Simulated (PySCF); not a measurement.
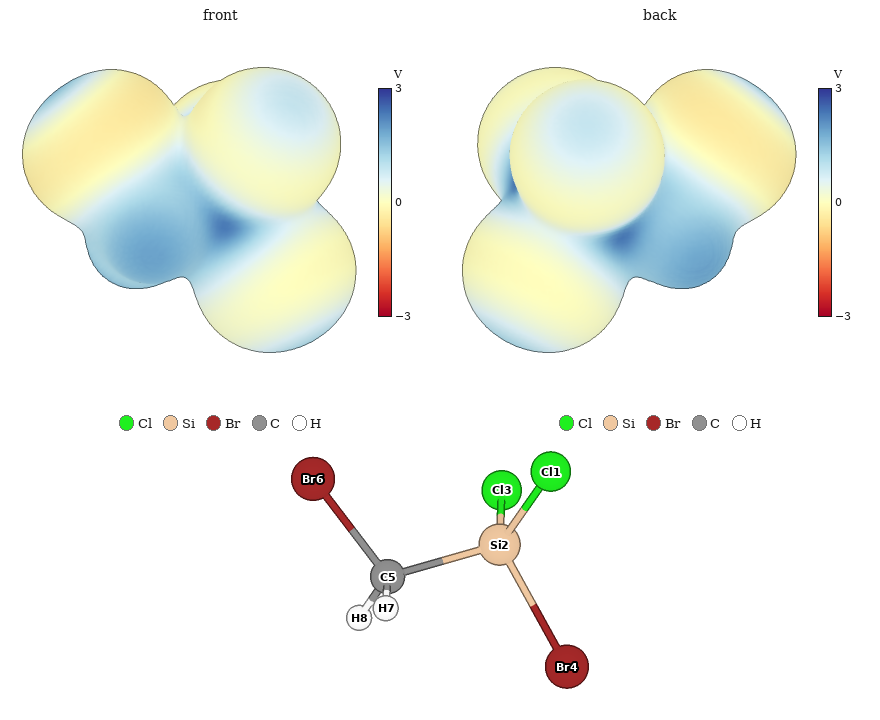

The picture shows: CH2Br2Cl2Si. The electrostatic potential painted on the density surface at 0.004 e/bohr³, seen from the front and from behind; red is negative and blue positive. The bare structure is drawn below in the same view.

Geometry: GFN2-xTB.

Level of theory: CAM-B3LYP/def2-SVPD, SCF density, gas phase in PySCF.

```xyz
8

Cl    1.1993    0.9567    1.9201
Si    0.8711    0.2594    0.0691
Cl    1.2874    1.6170   -1.3465
Br    2.0847   -1.5648   -0.2659
C    -0.9243   -0.3788   -0.1040
Br   -2.2351    1.0527    0.1608
H    -1.1556   -1.1436    0.6354
H    -1.1184   -0.7892   -1.0934
```

**Which sites attract a positive test charge, and which a negative one?**

A positive charge is drawn to the negative regions and a negative charge to the positive ones. The most negative region (about −0.4 V) lies over Br6, the most positive (about +2.3 V) over Si2. Cl1 shows a σ-hole: about +0.9 V at the tip opposite its bond, against about 0.0 V on its flanks. Cl3 shows a σ-hole: about +0.9 V at the tip opposite its bond, against about 0.0 V on its flanks. Br4 shows a σ-hole: about +1.2 V at the tip opposite its bond, against about +0.1 V on its flanks. Br6 shows a σ-hole: about +1.4 V at the tip opposite its bond, against about −0.3 V on its flanks.

**How polar is the molecule by this calculation?**

Its dipole moment is 1.09 D.
